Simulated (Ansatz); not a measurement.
Base system: HfO$_{2}$ in the fluorite structure (space group Fm-3m, No. 225; a = 5.0585 Å).

Structures relaxed with r2SCAN (Ansatz, a quantum-chemistry and plane-wave program), no spin-orbit coupling.

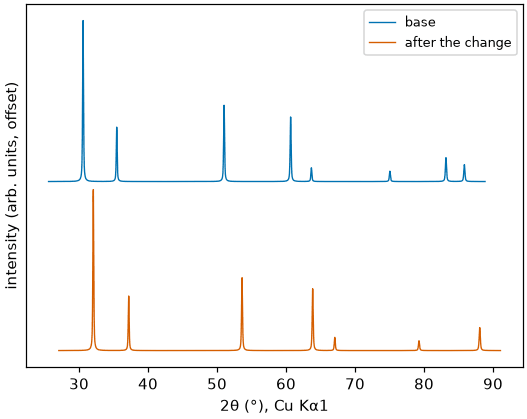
Figure. Simulated powder patterns before (top) and after one change

### Question
Name the change that was made.
A. pressure 50 GPa
B. pressure 7 GPa
C. pressure −2 GPa
D. pressure 100 GPa

### Answer
A, pressure 50 GPa. Its volume per atom is 9.39 Å³ against 10.79 Å³, and its space group is Fm-3m (No. 225).

Load acts through the strain it causes; cell and atoms are relaxed under it. Stability against distortions was not tested. Competing high-pressure phases were not computed. This is not the structure that HfO2 has at room temperature and ambient pressure.
